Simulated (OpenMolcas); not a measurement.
```
&GATEWAY
Basis set
Dy.ANO-RCC-VDZP.
Dy1 0.0 0.0 0.0 Angstrom
End of basis
Basis set
O.ANO-RCC-VDZP.
L1 2.434000 0.000000 0.000000 Angstrom
L2 0.000000 2.434000 0.000000 Angstrom
L3 0.000000 0.000000 2.434000 Angstrom
End of basis
Basis set
Ca.EMB-AIMP.Pascual.13s7p.1s1p.ECP.CaO.
PseudoCharge
* 3 symmetry-unique lattice sites within 7.6 angstrom
End of basis
Basis set
Ca.EMB-AIMP.Pascual.0s.0s.ECP.CaO.
PseudoCharge
* 24 symmetry-unique lattice sites within 7.6 angstrom
End of basis
Basis set
O.EMB-AIMP.Pascual.0s.0s.ECP.CaO.
PseudoCharge
* 31 symmetry-unique lattice sites within 7.6 angstrom
End of basis
Symmetry
XYZ
AngMom=0.0 0.0 0.0
AMFI
RICD
XField
1037 Angstrom 0
* Evjen-weighted lattice charges
&SEWARD
&RASSCF
FileOrb=start.orb
Symmetry=1
Spin=5
nActEl=10 0 0
Inactive=30 27
Ras2=0 7
CIRoot=35 35 1
SDav=35
CIMx=300
Iter=150 100
PrWF=0.3
OrbListing=Nothing
MaxOrb=1
LevShft=1.0
>>> COPY $Project.JobIph JOB001
&RASSCF
FileOrb=start.orb
Symmetry=1
Spin=3
nActEl=10 0 0
Inactive=30 27
Ras2=0 7
CIRoot=162 162 1
SDav=210
CIMx=300
Iter=150 100
PrWF=0.3
OrbListing=Nothing
MaxOrb=0
CIOnly
LevShft=1.0
>>> COPY $Project.JobIph JOB002
&RASSCF
FileOrb=start.orb
Symmetry=1
Spin=1
nActEl=10 0 0
Inactive=30 27
Ras2=0 7
CIRoot=162 162 1
SDav=196
CIMx=300
Iter=150 100
PrWF=0.3
OrbListing=Nothing
MaxOrb=0
CIOnly
LevShft=1.0
>>> COPY $Project.JobIph JOB003
&RASSI
NrOfJobIphs=3 33 106 31
1 2 3 4 5 6 7 8 9 10 11 12 13 14 15 16 17 18 19 20 21 22 23 24 25 26 27
28 29 30 31 32 33
1 2 3 4 5 6 7 8 9 10 11 12 13 14 15 16 17 18 19 20 21 22 23 24 25 26 27
28 29 30 31 32 33 34 35 36 37 38 39 40 41 42 43 44 45 46 47 48 49 50 51
52 53 54 55 56 57 58 59 60 61 62 63 64 65 66 67 68 69 70 71 72 73 74 75
76 77 78 79 80 81 82 83 84 85 86 87 88 89 90 91 92 93 94 95 96 97 98 99
100 101 102 103 104 105 106
1 2 3 4 5 6 7 8 9 10 11 12 13 14 15 16 17 18 19 20 21 22 23 24 25 26 27
28 29 30 31
IphNames
JOB001
JOB002
JOB003
EJob
SpinOrbit
DIPRint=1.0
SOCoupling=1000.0
Subsets=2
Property=9
'ANGMOM' 1 'ANGMOM' 2 'ANGMOM' 3 'MLTPL  1' 1 'MLTPL  1' 2 'MLTPL  1' 3
'AMFI' 1 'AMFI' 2 'AMFI' 3
SOProperty=3
'ANGMOM' 1 'ANGMOM' 2 'ANGMOM' 3
```

Command:
```bash
OMP_NUM_THREADS=1 MOLCAS_MEM=2457 MOLCAS_PROJECT=a pymolcas a.inp > a.log  # once for each step of the input, in one work folder
```

The calculation used state-averaged CASSCF, active space 10 electrons in the shell 4f, basis ANO-RCC-VDZP on all atoms, DKH2 scalar Hamiltonian, spin-orbit coupling by RASSI with atomic mean-field integrals (OpenMolcas). Powder susceptibility by Van Vleck's formula.

Dy²⁺ (4f¹⁰) as a dopant in CaO, a cluster with its 6 nearest O²⁻ at 2.434 Å (octahedron) embedded in model potentials and point charges; the geometry was set, not optimised. The cluster and the levels that result:

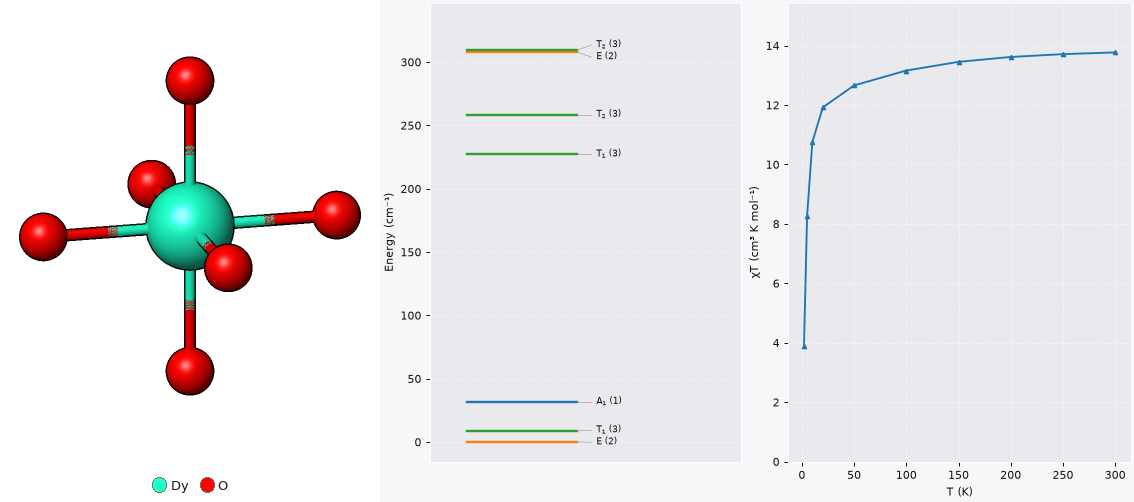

Labels give the representation in O, Td, D4 or D3 as the site allows (double group for half-integer spin) where it could be assigned and, in brackets, the degeneracy; spin-free states, where drawn, share the zero of the spin-orbit levels.

The ground level is E, doubly degenerate, 95 % from states of spin multiplicity 5, effective J = 8.01, with |mJ| = 2 the largest share (50 %). Its principal g values are all close to zero. The next level lies at 9.0 cm⁻¹ (T₁). The lowest J multiplet spreads over 309 cm⁻¹. χT is 3.90 cm³ K mol⁻¹ at 2 K and 13.8 at 300 K, an effective moment of 10.50 μB. The active orbitals hold 100 % metal character (Löwdin), and the Mulliken charge of the metal is +1.70.

Note: high states of lower spin left out of the spin-orbit mixing; the geometry is set by hand, with no relaxation and no charge compensation; spin-free states above about 43,000 cm⁻¹ are left out of the spin-orbit step.
